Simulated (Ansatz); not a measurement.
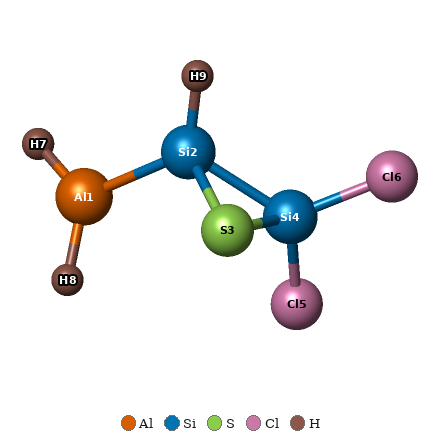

The system is AlCl2H3SSi2, SMILES [AlH2][SiH]1S[Si]1(Cl)Cl; the picture shows the reference structure. 
- First axis: bond length Al1–Si2. Second axis: dihedral H7–Al1–Si2–Si4.
- Nothing is relaxed (all other coordinates rigid).
- Grid: 7 × 8 points.
- Energies are in eV, from the lowest grid point.
- Computed with Ansatz, RKS PBE0-D4/def2-SVP.

Its coordinates:

| atom | x (Å) | y (Å) | z (Å) |
| --- | --- | --- | --- |
| Al | -0.2068 | -2.2474 | -0.0830 |
| Si | 0.2666 | -0.0854 | 0.9331 |
| S | 1.9002 | 1.0205 | -0.1373 |
| Si | -0.0714 | 1.7286 | -0.3664 |
| Cl | -0.8865 | 1.5689 | -2.2503 |
| Cl | -0.4756 | 3.6120 | 0.3382 |
| H | -1.0980 | -3.3142 | 0.6854 |
| H | 0.3569 | -2.4947 | -1.5431 |
| H | 0.3031 | 0.1654 | 2.4062 |

Range: bond length Al1–Si2 from 2.094 to 3.409 Å; dihedral H7–Al1–Si2–Si4 from −180 to 135°.

### What will the energy surface look like?

The lowest grid point is at bond length Al1–Si2 = 2.533 Å, dihedral H7–Al1–Si2–Si4 = −135°. The bottom of the well lies between grid points, at about bond length Al1–Si2 = 2.433 Å, dihedral H7–Al1–Si2–Si4 = −130°, about 0.036 eV lower on the interpolated surface. There is a further well near bond length Al1–Si2 = 2.533 Å, dihedral H7–Al1–Si2–Si4 = 45° (0.009 eV above the lowest at that grid point). The highest grid point, bond length Al1–Si2 = 3.409 Å, dihedral H7–Al1–Si2–Si4 = −45°, lies 1.52 eV above the lowest. On the interpolated surface the easiest way out of the lowest well to the well at about bond length Al1–Si2 = 2.43 Å, dihedral H7–Al1–Si2–Si4 = 50° passes a barrier of about 0.062 eV, counted from the interpolated bottom of the well. Round the minimum the two coordinates are nearly uncoupled.

```
dihedral H7–Al1–Si2–Si4 ↓, bond length Al1–Si2 →  2.094  2.314  2.533  2.752  2.971  3.190  3.409
                                             135   0.83   0.11   0.05   0.30   0.67   1.09   1.51
                                              90   0.76   0.07   0.02   0.28   0.66   1.08   1.51
                                              45   0.72   0.04   0.01   0.27   0.65   1.08   1.51
                                               0   0.78   0.09   0.04   0.29   0.66   1.09   1.51
                                             −45   0.83   0.11   0.05   0.30   0.67   1.09   1.52
                                             −90   0.76   0.07   0.02   0.28   0.65   1.08   1.51
                                            −135   0.71   0.04   0.00   0.27   0.64   1.07   1.50
                                            −180   0.78   0.08   0.03   0.29   0.66   1.08   1.51
```

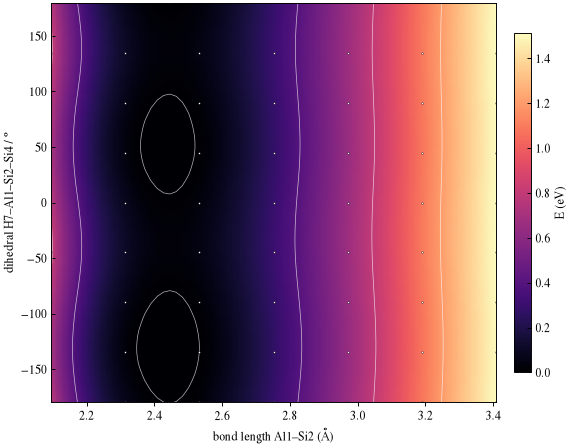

Drawn: a smooth colour map with a few white contour lines, dots at the grid points. Between grid points the surface is interpolated.

Time for the 56 points that were run: 12 min on 1 thread of Arm Neoverse V1, on a shared host.
